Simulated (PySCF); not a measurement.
```xyz
14

C     1.5860   -0.6281    0.8427
Al    0.3828   -0.0115   -0.6232
N    -0.4384    1.7912    0.1306
F     0.9605    0.8131   -1.9532
C    -1.3339   -1.0193   -0.9685
N    -1.8070   -1.9757   -0.2756
H     1.0467   -0.9172    1.7485
H     2.1607   -1.5105    0.5436
H     2.3294    0.1152    1.1479
H    -1.0406    1.7466    0.9462
H    -0.9705    2.1798   -0.6448
H     0.3301    2.4285    0.3254
H    -1.9923   -0.7762   -1.8187
H    -1.2142   -2.2363    0.5169
```

Geometry: GFN2-xTB.

Level of theory: PySCF, PBE0/pcSseg-1, SCF density, gas phase, non-relativistic.

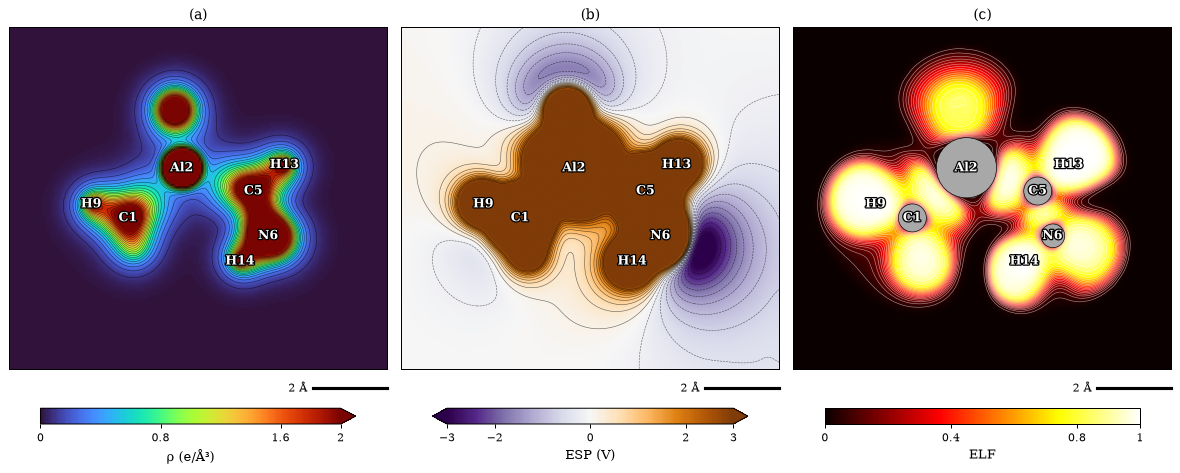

C$_{2}$H$_{8}$AlFN$_{2}$. (a) electron density; (b) molecular electrostatic potential; (c) ELF on the plane of atoms Al2, C5 and N6. Grey discs cover the atomic cores in the ELF map.

**Interpret the plot.**

The plane passes through C, Al, N and H nuclei.
C–N (1.27 Å): the density is about 2.8 e/Å³ at the midpoint; the ELF peaks at about 0.90 between the atoms: a covalent bond.
C–Al (1.99 Å): ρ is about 0.68 e/Å³ halfway; the ELF peaks at about 0.95 between the atoms: a shared but strongly polarised pair.
N–H (1.02 Å): the density is about 2.8 e/Å³ at the midpoint; the ELF climbs to about 1 towards the hydrogen, as it does in any bond to H; an ordinary covalent bond to hydrogen.
C–H (1.09 Å): the density is about 1.9 e/Å³ at the midpoint; the ELF climbs to about 1 towards the hydrogen: an ordinary covalent bond to hydrogen.
The ELF also peaks beside N6 and F4, away from the bonds: lone-pair regions.
Outside the dense part of the molecule the potential is most negative (−3.5 V) near N6.
